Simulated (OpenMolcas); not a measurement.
## How basis sets differ on InSi2H7 (SMILES [SiH3][SiH2][InH2])

The species is InSi2H7 (10 atoms), meant as a singlet with charge 0. As SMILES, `[SiH3][SiH2][InH2]`. Geometry: relaxed at PBE0-D4/def2-TZVP.

Each level gives the HOMO–LUMO gap (eV). The values are calculated.

```json
{"level": "HF/ANO-R0 (sfX2C)", "kind": "Hartree–Fock", "program": "OpenMolcas", "value (eV)": "10.06", "CPU time": "4.6 s"}
{"level": "HF/ANO-RCC-MB (DKH2)", "kind": "Hartree–Fock", "program": "OpenMolcas", "value (eV)": "10.18", "CPU time": "13 s"}
{"level": "HF/STO-3G", "kind": "Hartree–Fock", "program": "OpenMolcas", "value (eV)": "12.26", "CPU time": "5.6 s"}
{"level": "HF/3-21G", "kind": "Hartree–Fock", "program": "OpenMolcas", "value (eV)": "9.85", "CPU time": "8.2 s"}
{"level": "HF/def2-SVP (core potential)", "kind": "Hartree–Fock", "program": "OpenMolcas", "value (eV)": "9.90", "CPU time": "16 s"}
```

All-electron rows without a relativistic Hamiltonian named are non-relativistic, while core potentials hold scalar relativity, so basis and relativity change together. The values span 9.85 to 12.26 eV. A Hartree–Fock LUMO above zero doesn't converge with the basis: it sinks as sets grow more diffuse. Orbital gaps aren't excitation energies. Times are those of the runs behind each value, whatever else they computed, on shared processors of several kinds: orders of magnitude only.

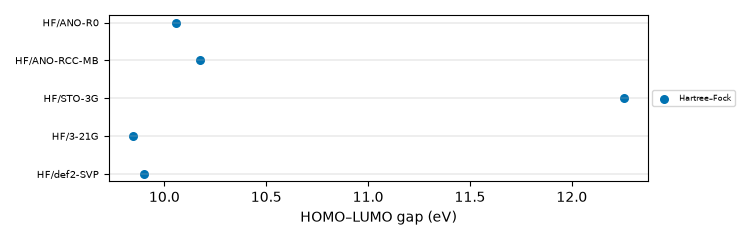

The values of the table, level by level.
